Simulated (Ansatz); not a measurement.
Take MgO in the rock salt structure (space group Fm-3m, No. 225; a = 4.159 Å) as the base. Axes: x, y, z lie along the cube axes.

One thing is altered: biaxial strain −1.50 %, plane normal [001], relaxed out of plane (Cartesian); in-plane vectors clamped, the third vector and the atoms free.

All numbers come from LDA (Ansatz, a program for electronic structure; PAW; 420 eV plane waves; no spin-orbit coupling).

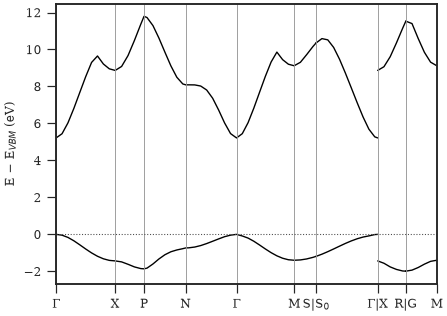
Figure. Highest valence and lowest conduction band along the path of the changed cell's own zone

**Question.** From the figure, how large is the changed gap, and is it direct?

**Answer.** About 5.2 eV, direct at Γ.

Whether these cells are dynamically stable was not tested. Labels are those of the standard path for the cell's own space group.
